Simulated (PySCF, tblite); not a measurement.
**C₇H₉FSSi: geometry, infrared bands and NMR shifts**

Aim: predict the infrared bands and NMR shifts of C₇H₉FSSi (`C#C[C@]1(F)CC=C1[SiH2]SC`).

The runs use tblite 0.8.0 and PySCF 2.14.0, with density-fitted response routines of our own; the level of theory stands in each step. All values are computed, except where a source is named. Atoms are numbered from 0 throughout.

**1. The starting structure**

19 atoms, charge 0, multiplicity 1; geometry from: force field or distance geometry start.

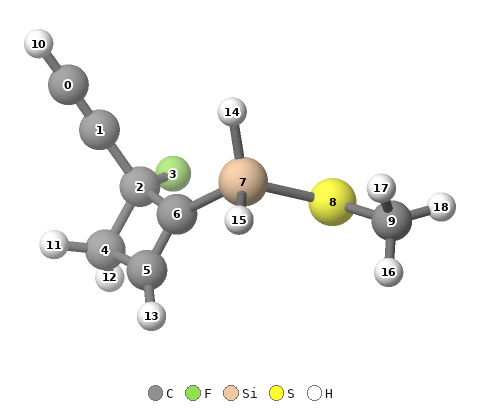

The starting geometry (carbon grey, fluorine green, silicon light orange, sulfur yellow, hydrogen white), atoms numbered; sticks join atoms by distance.

**2. Geometry optimisation with GFN2-xTB**

What the job is given:

```
{"job": {"kind": "relax", "xc": "GFN2-xTB", "basis": "xTB"}, "charge": 0, "multiplicity": 1}
C     -3.042300     2.077700    -0.536200
C     -2.485000     1.046700    -0.630000
C     -1.741100    -0.235900    -0.721600
F     -1.581600    -0.621400    -2.053700
C     -2.289600    -1.357200     0.075600
C     -1.050800    -1.281800     0.826900
C     -0.580000    -0.289600     0.122200
Si     1.006900     0.698300     0.181400
S      2.369000    -0.295900    -1.117900
C      4.014800    -0.123100    -0.353500
H     -3.587300     3.010500    -0.461200
H     -3.138800    -1.007200     0.702800
H     -2.493900    -2.306500    -0.457500
H     -0.653800    -1.856300     1.679400
H      0.745800     2.107900    -0.173300
H      1.472900     0.600100     1.576900
H      4.173700    -0.915100     0.389600
H      4.065200     0.888200     0.114000
H      4.786200    -0.130300    -1.156200
```

Command:

```console
OMP_NUM_THREADS=1 python probes_run.py task.json out
```

This one command runs all jobs of the session in turn.

**Question.** This job is followed by: GFN2-xTB harmonic vibrations, gas phase; GIAO PBE0/pcSseg-1 NMR shielding, non-relativistic, gas phase. Predict these results of the whole session: strongest single infrared mode (GFN2-xTB); zero-point energy (GFN2-xTB); ¹³C shifts against TMS (PBE0/pcSseg-1); ¹H shifts against TMS (PBE0/pcSseg-1, means over atoms taken as alike); ¹⁹F shifts against CFCl3 (PBE0/pcSseg-1); ²⁹Si shifts against TMS (PBE0/pcSseg-1); ³³S shifts against CS2 (PBE0/pcSseg-1).

The runs gave:

| quantity | value |
| --- | --- |
| strongest single infrared mode (GFN2-xTB) | 703 cm⁻¹, 369 km/mol |
| zero-point energy (GFN2-xTB) | 82.1 kcal/mol |
| ¹³C shifts against TMS (PBE0/pcSseg-1) | 166.5, 155.0, 88.6, 85.3, 84.2, 51.6, 13.5 ppm |
| ¹H shifts against TMS (PBE0/pcSseg-1, means over atoms taken as alike) | 7.39, 5.08, 5.03, 3.32, 3.21, 2.23, 2.07 ppm |
| ¹⁹F shifts against CFCl3 (PBE0/pcSseg-1) | -167.7 ppm |
| ²⁹Si shifts against TMS (PBE0/pcSseg-1) | -44.1 ppm |
| ³³S shifts against CS2 (PBE0/pcSseg-1) | -234 ppm |

Over 236 steps the energy fell by 0.691 eV; of the close pairs, C2–C6 changed most, 1.436 to 1.523 Å. No mode is imaginary among the 51: a minimum at this level. The strongest single mode, at 703 cm⁻¹, moves mainly H15 and H14. Unscaled tight-binding wavenumbers are off by several per cent, some by more. Its intensities can rank the bands wrongly. H13 (hydrogen on an alkene CH) lies farthest downfield among hydrogen, at 7.39 ppm; olefinic region. At PBE0/pcSseg-1: The largest span, 298 ppm, is at C1, where the paramagnetic term is -161 ppm.
